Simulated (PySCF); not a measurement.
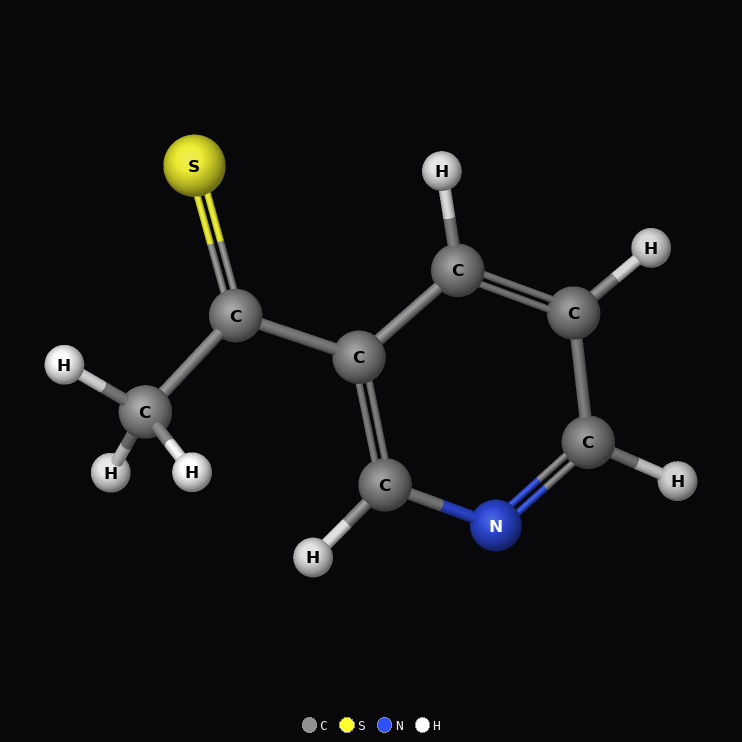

Multiple sticks mark multiple bonds (one Kekulé form).

The geometry was computed by an optimisation with GFN2-xTB. No frequency run is at hand to confirm it as a minimum.

Give the formula.

Answer. C₇H₇NS, 16 atoms: 7 carbon, 7 hydrogen, 1 nitrogen and 1 sulfur.

Describe its rings.

Answer. Independent rings (smallest set): 1 of 6 members, 1 of them aromatic.

How many bonds of each kind are drawn?

Answer. 7 C–H, 6 C–C, 2 C–N, 1 C–S.

More results for the same structure follow; atom numbers are the same in all pictures, views and colours differ.

Geometry

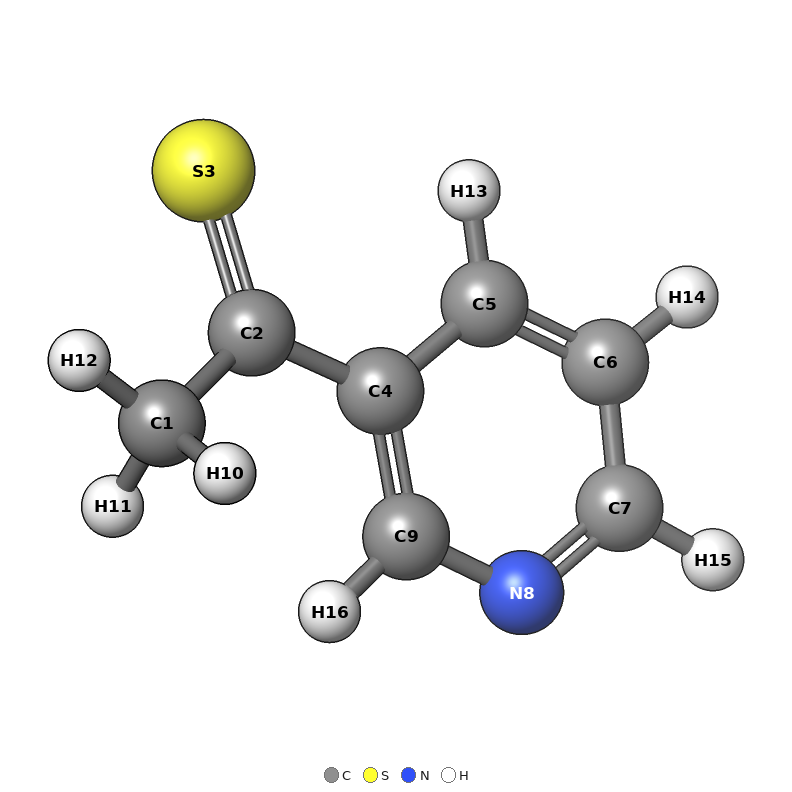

The atoms are numbered. No frequency run is at hand to confirm it as a minimum.

What is the geometry at C9?

Answer. C9 has 3 neighbours (C4 at 1.40, N8 at 1.32, H16 at 1.08 Å); the arrangement is trigonal planar.

Describe the coordination of atom 2.

Answer. C2 has 3 neighbours (C1 at 1.49, S3 at 1.64, C4 at 1.45 Å); the arrangement is trigonal planar.

How are the neighbours of atom 4 arranged?

Answer. C4 has 3 neighbours (C2 at 1.45, C5 at 1.40, C9 at 1.40 Å); the arrangement is trigonal planar.

Describe the coordination of atom 1.

Answer. C1 has 4 neighbours (C2 at 1.49, H10 at 1.09, H11 at 1.09, H12 at 1.09 Å); the arrangement is tetrahedral.

What is the dihedral angle C2–C4–C9–N8?

Answer. 180° in size, that is anti.

Charges

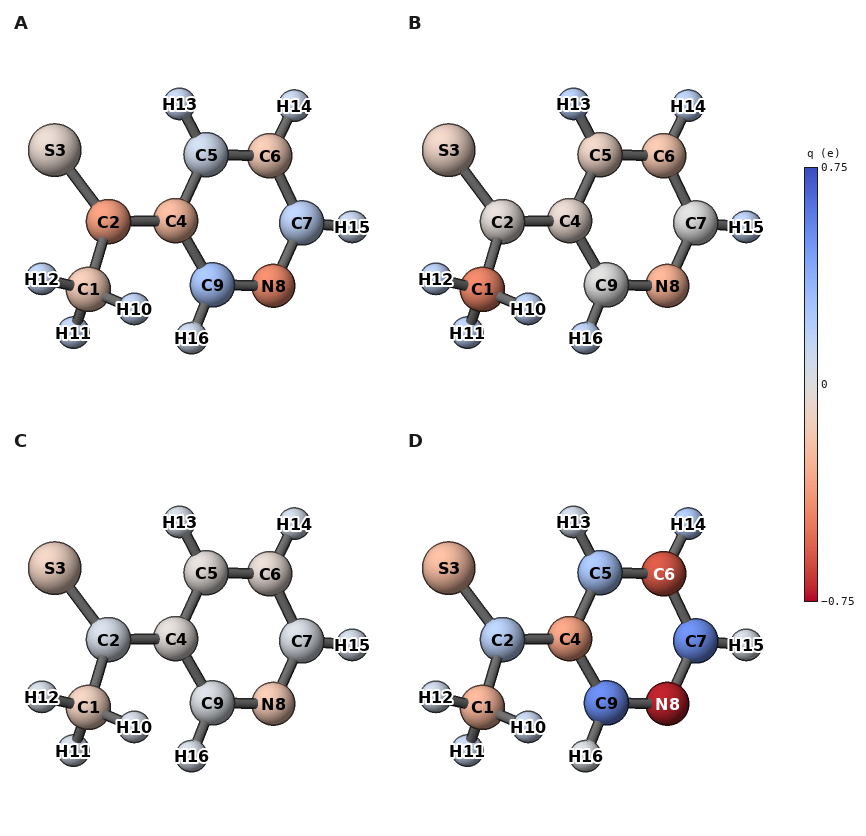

Atomic charges of one calculation by 4 schemes, on one colour scale. No frequency run is at hand to confirm it as a minimum. Computed with PBE0/pcSseg-1 (PySCF 2.14.0).

The schemes are ESP-fitted, Hirshfeld, IAO, Mulliken. Which panel shows which?

Answer. A Mulliken, B IAO, C Hirshfeld, D ESP-fitted.

List the charges (e), one line for each set of equivalent atoms.

| atom | Mulliken | IAO | Hirshfeld | ESP-fitted |
| --- | --- | --- | --- | --- |
| C1 | −0.15 | −0.44 | −0.12 | −0.26 |
| C2 | −0.35 | −0.03 | 0.05 | 0.18 |
| S3 | −0.05 | −0.10 | −0.11 | −0.23 |
| C4 | −0.24 | −0.05 | −0.02 | −0.33 |
| C5 | 0.09 | −0.09 | −0.02 | 0.25 |
| C6 | −0.16 | −0.18 | −0.05 | −0.57 |
| C7 | 0.17 | 0.01 | 0.03 | 0.50 |
| N8 | −0.42 | −0.27 | −0.16 | −0.70 |
| C9 | 0.26 | 0.00 | 0.03 | 0.52 |
| H10 | 0.14 | 0.16 | 0.05 | 0.11 |
| H11 | 0.15 | 0.17 | 0.06 | 0.11 |
| H12 | 0.15 | 0.17 | 0.05 | 0.07 |
| H13 | 0.11 | 0.18 | 0.04 | 0.07 |
| H14 | 0.10 | 0.17 | 0.06 | 0.22 |
| H15 | 0.11 | 0.16 | 0.06 | 0.04 |
| H16 | 0.09 | 0.16 | 0.05 | 0.02 |

Polarisability

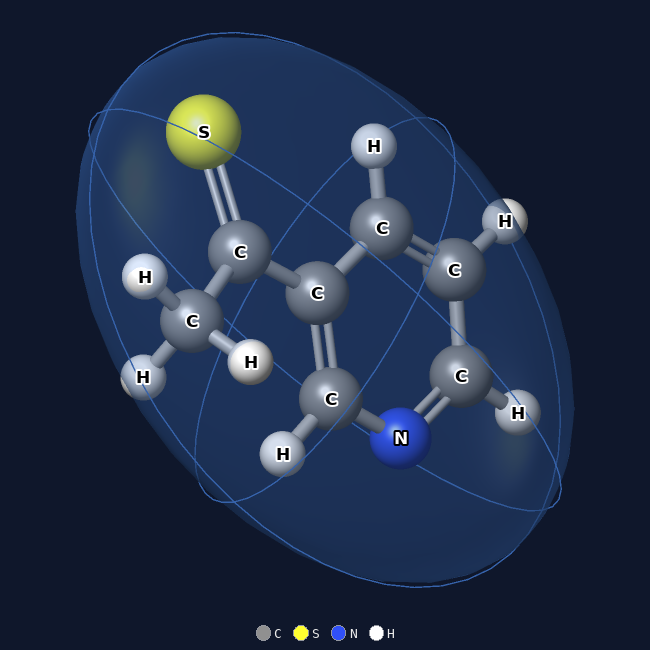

The ellipsoid shows the static dipole polarisability: its half-axes are proportional to the principal values. No frequency run is at hand to confirm it as a minimum. Level of theory: PBE0/def2-SVPD (PySCF 2.14.0).

How large and how anisotropic is the polarisability?

Answer. Principal values 65.4, 113.0, 159.6 bohr³; mean 112.7 bohr³ (16.70 Å³); anisotropy 81.6 bohr³, so the longest axis is 2.44 times the shortest.

Excitation

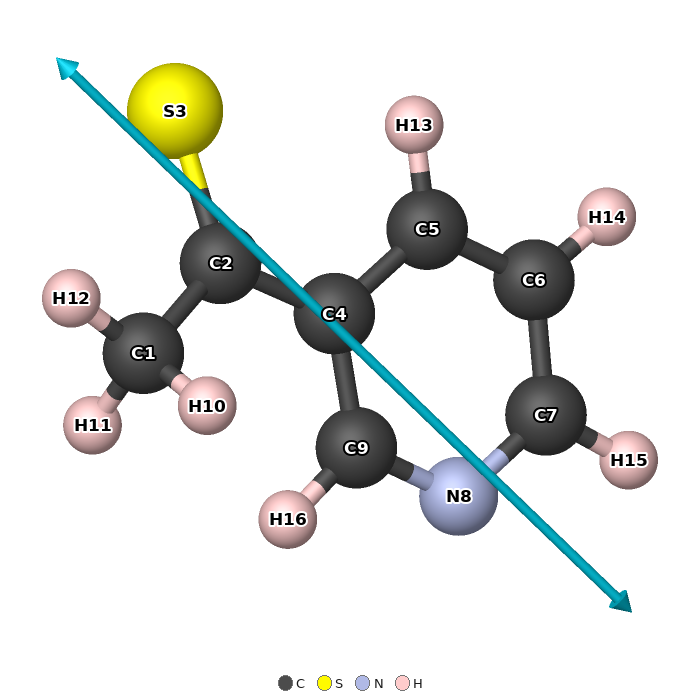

The double arrow shows the direction of the transition dipole to excited singlet state 3 (its length means nothing). No frequency run is at hand to confirm it as a minimum. Method: TDDFT PBE0/def2-SVPD, vertical, gas phase, core orbitals frozen in the response (PySCF 2.14.0).

How is the transition polarised?

Answer. Close to the long direction S3···C7.

Give its energy, strength and character.

Answer. 4.25 eV (292 nm), oscillator strength 0.29, mainly HOMO−1 → LUMO (weight 0.75); transition dipole 4.24 D.

Mulliken values depend strongly on the basis set and can even reverse the polarity of a bond.
